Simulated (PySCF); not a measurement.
System: C$_{4}$H$_{11}$FOSi.

```xyz
18

C     2.9228   -0.3752    0.6752
O     1.5111   -0.0924    0.6385
Si    0.2989   -1.0997    0.2557
C    -1.1299    0.0047   -0.4530
C    -2.0989   -0.6184   -1.4104
C    -0.5498    1.3320   -1.0596
F    -1.8694    0.4137    0.6607
H     3.2259    0.0016    1.6381
H     3.2958    0.2789   -0.1092
H     3.2163   -1.3633    0.4800
H    -0.2880   -1.9582    1.2825
H     0.7539   -2.0762   -0.8397
H    -1.6289   -1.0811   -2.3598
H    -2.7402    0.1878   -1.7935
H    -2.7173   -1.3372   -0.9021
H    -1.3000    1.8355   -1.5737
H     0.1148    1.0144   -1.8231
H    -0.0852    1.8895   -0.1946
```

Geometry: GFN2-xTB, MD frame at 250 fs, 300 K.

The calculation used PySCF, PBE0/pcSseg-1, SCF density, gas phase, non-relativistic.

**Predict the electron density and electron localisation function between the atoms.**

C–O (1.44 Å): ρ is about 1.9 e/Å³ halfway, with its minimum of 1.6 e/Å³ about 0.5 Å from C; the ELF peaks at about 0.90 between the atoms; a shared but strongly polarised pair.
Si–O (1.62 Å): the density is about 1.2 e/Å³ at the midpoint; the ELF peaks at about 0.85 between the atoms: a short, strongly polar bond.
C–H (1.05 Å): ρ at the midpoint is about 2.2 e/Å³; the ELF climbs to about 1 towards the hydrogen, as it does in any bond to H; an ordinary covalent bond to hydrogen.

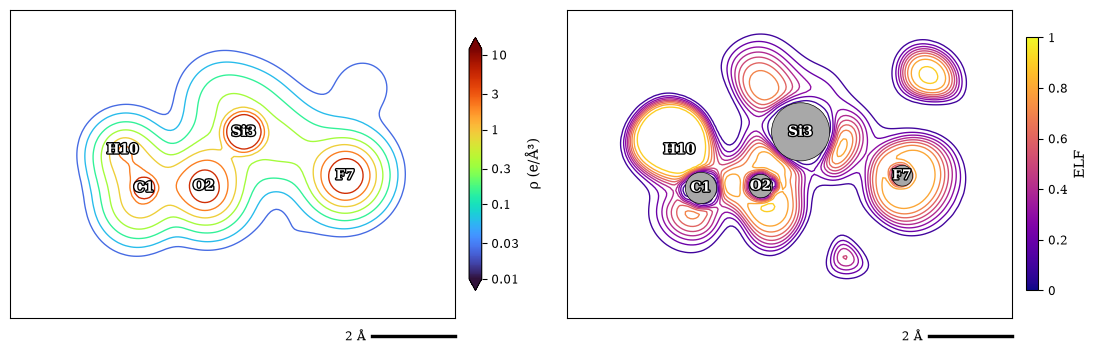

Computed electron density and electron localisation function on the plane of atoms O2, C1 and H10, in this order. Grey discs cover the atomic cores in the ELF map. 
